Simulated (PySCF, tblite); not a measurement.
# C₇H₁₂BNO: geometry, infrared bands and NMR shifts

Aim: predict the infrared bands and NMR shifts of C₇H₁₂BNO (`C=C(C)COB(N)C#CC`).

Programs: tblite 0.8.0 and PySCF 2.14.0, with density-fitted response routines of our own. Each step states its level of theory. These are calculated values for one molecule in the gas phase, unless marked as measured. Atoms count from 0, in the outputs and in this text.

## 1. The molecule as given

22 atoms, charge 0, multiplicity 1; geometry from: force field or distance geometry start.

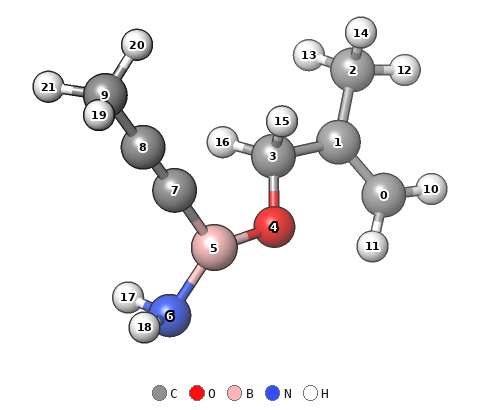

As it starts; carbon grey, oxygen red, boron pink, nitrogen blue, hydrogen white, atoms numbered.

## 2. Optimising the geometry with GFN2-xTB

The job: settings as JSON, then the geometry in Å.

```
{"job": {"kind": "relax", "xc": "GFN2-xTB", "basis": "xTB"}, "charge": 0, "multiplicity": 1}
C     -3.132700    -0.055900    -0.738000
C     -2.322400     0.114800     0.295100
C     -2.908700     0.505700     1.609000
C     -0.838600    -0.102500     0.125600
O     -0.608000    -0.469300    -1.169900
B      0.790800    -0.708600    -1.466900
N      1.257600    -1.965500    -2.223200
C      1.918400    -0.021400    -0.622400
C      2.801000     0.490600     0.017700
C      3.876300     1.124700     0.779000
H     -4.205300     0.084400    -0.690800
H     -2.698500    -0.343100    -1.663000
H     -4.028000     0.654300     1.517000
H     -2.715400    -0.273800     2.341300
H     -2.478800     1.506000     1.859400
H     -0.382000     0.908800     0.318500
H     -0.442900    -0.854100     0.829900
H      1.430900    -2.679900    -1.455400
H      2.201200    -1.716800    -2.602700
H      4.637500     1.591900     0.116700
H      3.382200     1.865300     1.445800
H      4.454700     0.363900     1.376400
```

Launch:

```sh
OMP_NUM_THREADS=1 python probes_run.py task.json out
```

One launch serves the whole session: the jobs run in the order shown.

Log:

```text
step      E/eV     max force
  0    -795.72199    3.912
  1    -796.10010    2.431
  2    -796.12739    5.566
  3    -796.34787    1.055
  4    -796.40736    0.886
  5    -796.48129    0.737
  6    -796.52239    0.559
  7    -796.57570    0.721
  8    -796.63334    0.759
  9    -796.69965    0.693
 10    -796.76094    0.609
 11    -796.84056    0.809
 12    -796.92307    0.975
 13    -796.99875    0.924
 14    -797.05142    0.554
 15    -796.96001    2.636
 16    -797.09558    0.420
 17    -797.11219    0.373
 18    -797.16183    0.581
 19    -797.17671    0.402
 20    -797.19415    0.432
 21    -797.22408    0.359
 22    -797.24598    0.360
 23    -797.26028    0.220
 24    -797.27079    0.346
 25    -797.27814    0.294
 26    -797.28589    0.373
 27    -797.29519    0.331
 28    -797.30129    0.250
 29    -797.30853    0.178
 30    -797.31417    0.202
 31    -797.32074    0.239
 32    -797.32812    0.249
 33    -797.33654    0.257
 34    -797.34279    0.168
 35    -797.34711    0.174
 36    -797.35125    0.198
 37    -797.35541    0.154
 38    -797.35822    0.132
 39    -797.36046    0.104
 40    -797.36301    0.117
 41    -797.36560    0.130
 42    -797.36817    0.119
 43    -797.37052    0.169
 44    -797.37242    0.106
 45    -797.37383    0.115
 46    -797.37502    0.106
 47    -797.37617    0.078
 48    -797.37706    0.063
 49    -797.37757    0.047
 50    -797.37788    0.041
 51    -797.37812    0.039
 52    -797.37843    0.053
 53    -797.37872    0.062
 54    -797.37907    0.052
 55    -797.37940    0.033
 56    -797.37963    0.041
 57    -797.37978    0.038
 58    -797.37989    0.031
 59    -797.38000    0.027
 60    -797.38011    0.022
 61    -797.38022    0.026
 62    -797.38034    0.027
 63    -797.38049    0.032
 64    -797.38068    0.031
 65    -797.38089    0.036
 66    -797.38109    0.039
 67    -797.38128    0.034
 68    -797.38145    0.028
 69    -797.38162    0.030
 70    -797.38179    0.033
 71    -797.38195    0.033
 72    -797.38211    0.036
 73    -797.38230    0.039
 74    -797.38257    0.039
 75    -797.38291    0.045
 76    -797.38326    0.046
 77    -797.38358    0.045
 78    -797.38389    0.040
 79    -797.38420    0.031
 80    -797.38442    0.023
 81    -797.38453    0.019
 82    -797.38458    0.014
 83    -797.38464    0.015
 84    -797.38473    0.018
 85    -797.38484    0.024
 86    -797.38494    0.026
 87    -797.38504    0.027
 88    -797.38516    0.028
 89    -797.38535    0.032
 90    -797.38565    0.039
 91    -797.38604    0.048
 92    -797.38649    0.055
 93    -797.38698    0.054
 94    -797.38755    0.048
 95    -797.38814    0.039
 96    -797.38864    0.041
 97    -797.38902    0.041
 98    -797.38945    0.067
 99    -797.38970    0.082
100    -797.39058    0.071
101    -797.39120    0.041
102    -797.39172    0.055
103    -797.39196    0.042
104    -797.39222    0.032
105    -797.39243    0.026
106    -797.39255    0.046
107    -797.39263    0.078
108    -797.39275    0.026
109    -797.39296    0.068
110    -797.39321    0.101
111    -797.39344    0.069
112    -797.39360    0.019
113    -797.39368    0.020
114    -797.39374    0.028
115    -797.39380    0.023
116    -797.39389    0.016
117    -797.39395    0.018
118    -797.39403    0.019
119    -797.39413    0.022
120    -797.39424    0.021
121    -797.39434    0.020
122    -797.39444    0.023
123    -797.39455    0.023
124    -797.39468    0.026
125    -797.39478    0.023
126    -797.39485    0.016
127    -797.39491    0.014
128    -797.39497    0.014
129    -797.39503    0.015
130    -797.39507    0.016
131    -797.39511    0.018
132    -797.39516    0.017
133    -797.39525    0.019
134    -797.39540    0.026
135    -797.39555    0.034
136    -797.39570    0.033
137    -797.39584    0.034
138    -797.39599    0.031
139    -797.39618    0.049
140    -797.39639    0.034
141    -797.39664    0.038
142    -797.39684    0.040
143    -797.39723    0.042
144    -797.39774    0.049
145    -797.39831    0.047
146    -797.39858    0.052
147    -797.39876    0.044
148    -797.39895    0.026
149    -797.39904    0.021
150    -797.39912    0.019
151    -797.39918    0.014
152    -797.39921    0.013
153    -797.39924    0.012
154    -797.39927    0.013
155    -797.39931    0.015
156    -797.39936    0.013
157    -797.39941    0.013
158    -797.39946    0.013
159    -797.39950    0.014
160    -797.39956    0.017
161    -797.39964    0.020
162    -797.39975    0.019
163    -797.39986    0.020
164    -797.39998    0.023
165    -797.40010    0.023
166    -797.40023    0.025
167    -797.40036    0.026
168    -797.40048    0.026
169    -797.40060    0.029
170    -797.40073    0.032
171    -797.40087    0.029
172    -797.40099    0.022
173    -797.40110    0.027
174    -797.40122    0.030
175    -797.40140    0.035
176    -797.40166    0.035
177    -797.40198    0.038
178    -797.40233    0.045
179    -797.40271    0.049
180    -797.40304    0.052
181    -797.40335    0.058
182    -797.40370    0.043
183    -797.40411    0.047
184    -797.40441    0.066
185    -797.40487    0.054
186    -797.40547    0.066
187    -797.40601    0.070
188    -797.40656    0.051
189    -797.40745    0.097
190    -797.40853    0.082
191    -797.41002    0.062
192    -797.40997    0.185
193    -797.41159    0.194
194    -797.41198    0.105
195    -797.41281    0.120
196    -797.41351    0.194
197    -797.41436    0.088
198    -797.41532    0.119
199    -797.41602    0.098
200    -797.41651    0.099
201    -797.41704    0.116
202    -797.41788    0.059
203    -797.41859    0.057
204    -797.41973    0.071
205    -797.42057    0.130
206    -797.42153    0.130
207    -797.42269    0.086
208    -797.42300    0.104
209    -797.42406    0.094
210    -797.42426    0.203
211    -797.42536    0.112
212    -797.42592    0.078
213    -797.42668    0.082
214    -797.42746    0.214
215    -797.42808    0.081
216    -797.42862    0.158
217    -797.42911    0.076
218    -797.42971    0.110
219    -797.43017    0.067
220    -797.43079    0.093
221    -797.43156    0.071
222    -797.43222    0.050
223    -797.43245    0.104
224    -797.43298    0.111
225    -797.43341    0.077
226    -797.43382    0.037
227    -797.43411    0.042
228    -797.43433    0.055
229    -797.43453    0.040
230    -797.43479    0.035
231    -797.43493    0.031
232    -797.43508    0.020
233    -797.43515    0.019
234    -797.43520    0.026
235    -797.43525    0.015
236    -797.43529    0.009
```

It took 5.8 s on 1 thread of Intel Xeon at 2.50GHz, shared host; peak memory 0.18 GiB.

The steps of the relaxation: (not every step is listed)

| step | energy from step 0 (eV) | largest force (eV/Å) |
| --- | --- | --- |
| 0 | 0.0000 | 3.9119 |
| 1 | -0.3781 | 2.4306 |
| 2 | -0.4054 | 5.5662 |
| 3 | -0.6259 | 1.0545 |
| 4 | -0.6854 | 0.8861 |
| 5 | -0.7593 | 0.7369 |
| 6 | -0.8004 | 0.5586 |
| 7 | -0.8537 | 0.7212 |
| 8 | -0.9113 | 0.7594 |
| 30 | -1.5922 | 0.2020 |
| 52 | -1.6564 | 0.0535 |
| 74 | -1.6606 | 0.0388 |
| 96 | -1.6667 | 0.0407 |
| 118 | -1.6720 | 0.0193 |
| 140 | -1.6744 | 0.0342 |
| 162 | -1.6778 | 0.0193 |
| 184 | -1.6824 | 0.0658 |
| 206 | -1.6995 | 0.1298 |
| 228 | -1.7123 | 0.0555 |
| 231 | -1.7129 | 0.0305 |
| 232 | -1.7131 | 0.0195 |
| 233 | -1.7132 | 0.0186 |
| 234 | -1.7132 | 0.0261 |
| 235 | -1.7133 | 0.0145 |
| 236 | -1.7133 | 0.0094 |

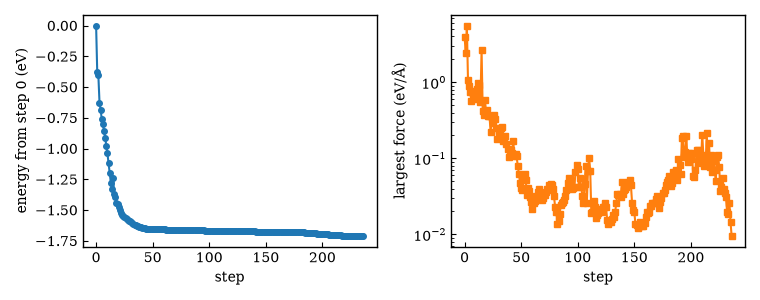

Energy and largest force along the relaxation.

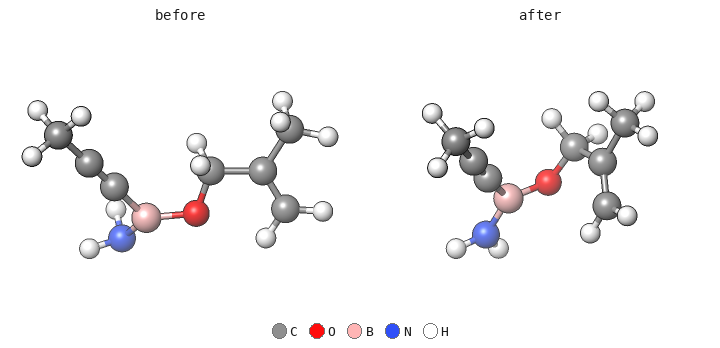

Before and after, at one scale.

Distances of close pairs at the start and the end, largest changes first:

| bond | before (Å) | after (Å) | change (Å) |
| --- | --- | --- | --- |
| B5–N6 | 1.539 | 1.401 | -0.138 |
| O4–B5 | 1.450 | 1.369 | -0.081 |
| N6–H17 | 1.063 | 1.004 | -0.059 |
| C2–H12 | 1.133 | 1.087 | -0.046 |
| N6–H18 | 1.047 | 1.003 | -0.044 |
| B5–C7 | 1.567 | 1.530 | -0.037 |
| C9–H21 | 1.127 | 1.090 | -0.037 |
| C3–O4 | 1.366 | 1.399 | +0.033 |

The final coordinates are the input of the step that follows.

## 3. Harmonic vibrations with GFN2-xTB

The job: settings as JSON, then the geometry in Å.

```
{"job": {"kind": "ir", "xc": "GFN2-xTB", "basis": "xTB"}, "charge": 0, "multiplicity": 1}
C     -1.924261     0.553468    -0.877630
C     -1.715830     0.077424     0.337406
C     -2.137234     0.796160     1.583506
C     -1.029087    -1.244786     0.592439
O     -0.473324    -1.842615    -0.543966
B      0.695732    -1.392622    -1.095602
N      1.136575    -2.040703    -2.257275
C      1.516713    -0.247740    -0.497959
C      2.113885     0.665578     0.011768
C      2.845770     1.764812     0.604785
H     -2.413264     1.498781    -1.039806
H     -1.605446     0.016964    -1.753933
H     -2.723607     1.678096     1.340802
H     -2.730017     0.140695     2.220479
H     -1.259438     1.104885     2.150871
H     -0.256963    -1.088605     1.361268
H     -1.766262    -1.955438     0.992743
H      0.620874    -2.796558    -2.670452
H      1.988507    -1.812935    -2.734598
H      3.370412     2.325264    -0.169108
H      2.159174     2.433909     1.124145
H      3.576683     1.385352     1.319269
```

Log:

```text
mode    cm-1     km/mol
  1     -12.4      0.06
  2      21.2      0.02
  3      35.0      0.23
  4      72.5      0.36
  5      83.6      0.62
  6     131.0      1.79
  7     134.2      0.38
  8     211.0      7.48
  9     275.2      0.42
 10     280.6      0.82
 11     318.0      0.61
 12     321.7      0.60
 13     392.1      1.61
 14     405.9      2.10
 15     427.5    157.72
 16     470.2      2.70
 17     521.9     18.08
 18     529.0     31.74
 19     556.1     67.24
 20     616.6      7.66
 21     680.5      0.08
 22     802.5      1.19
 23     869.3      0.16
 24     892.9     25.76
 25     961.3      2.48
 26     971.4      3.24
 27    1012.0     46.31
 28    1017.1      6.22
 29    1023.9     17.00
 30    1029.0     90.65
 31    1060.7      6.03
 32    1120.3     30.54
 33    1228.9    169.36
 34    1243.3     20.24
 35    1267.3    292.17
 36    1336.5    264.11
 37    1340.9      3.76
 38    1386.2      0.29
 39    1394.7      1.15
 40    1414.9      6.83
 41    1450.5      1.78
 42    1458.1      4.48
 43    1459.2      4.94
 44    1480.5      4.76
 45    1486.2      4.13
 46    1515.4    137.93
 47    1737.9     21.53
 48    2345.2    133.07
 49    2849.6     44.91
 50    2885.9     55.28
 51    2995.2     29.45
 52    2996.8     25.33
 53    3000.0     28.58
 54    3005.1     33.40
 55    3015.5     34.26
 56    3048.3     26.48
 57    3108.5     23.99
 58    3137.8     34.38
 59    3520.5      3.55
 60    3570.7      1.23
```

Wall time 2.8 s (1 thread of Intel Xeon at 2.50GHz, shared host); peak memory 0.18 GiB.

Which atoms move in the most intense modes:

| cm⁻¹ | km/mol | atoms |
| --- | --- | --- |
| 428 | 157.7 | H18 76 %, N6 13 % |
| 556 | 67.2 | B5 35 %, O4 27 % |
| 1029 | 90.7 | C9 15 %, H13 13 %, C7 11 % |
| 1229 | 169.4 | H16 34 %, B5 22 %, C1 11 % |
| 1267 | 292.2 | B5 30 %, O4 19 %, H16 17 %, C1 11 % |
| 1336 | 264.1 | B5 62 %, N6 13 % |
| 1515 | 137.9 | H18 39 %, H17 38 %, N6 18 % |
| 2345 | 133.1 | C8 52 %, C7 46 % |

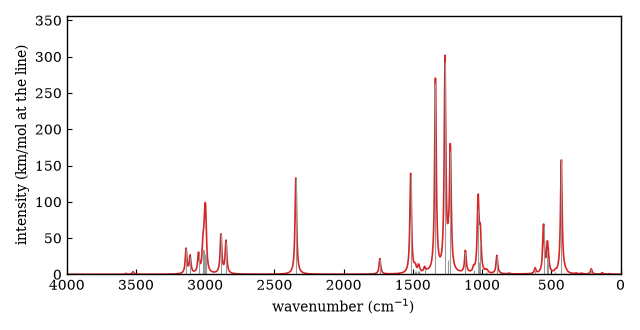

The infrared spectrum from these modes, unscaled. Lines are broadened to a width of 14 cm⁻¹ (Lorentzian).

(Part 1 of 2 ends here.)
